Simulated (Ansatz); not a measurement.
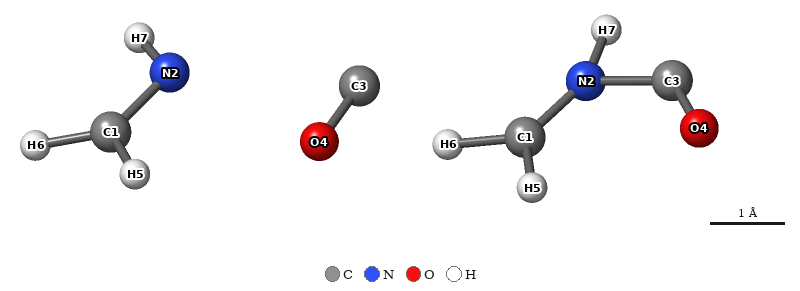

Two geometries of C₂H₃NO, drawn at one scale. One is the start of a relaxation, the other its converged end. A ball-and-stick model, seen from a free direction.

Computed with RKS PBE0-D4/def2-SVPD in Ansatz 0.2.0. Set-up: no spin polarisation; force threshold 0.02 eV/Å; at most 50 steps.

> Which one is relaxed?

The left one is the relaxed one. The run prepares an end point of a later path (hydrogen shift) calculation, from a guessed geometry. C3 moves most after the best rigid fit: 1.39 Å. By element the largest moves are C 1.39 Å, H 0.99 Å, O 0.54 Å, N 0.37 Å. Among the contacts that change: N2–C3 1.363 → 3.089 Å, C1–C3 2.167 → 3.637 Å, C1–H6 1.171 → 1.103 Å, C3–O4 1.180 → 1.131 Å. Bonds break: N2–C3 (1.36 → 3.09 Å). Among the angles between lasting bonds that change: C1–N2–H7 150.3° → 111.9°, N2–C1–H5 128.8° → 119.0°, H5–C1–H6 111.2° → 116.5°. The energy falls by 3.674 eV in 28 accepted moves (33 points after the start). Largest force component: 8.1 eV/Å at the start, 0.0051 eV/Å at the end. The line search rejected the trial steps at points 10, 15, 18, 21, 25 of the run.
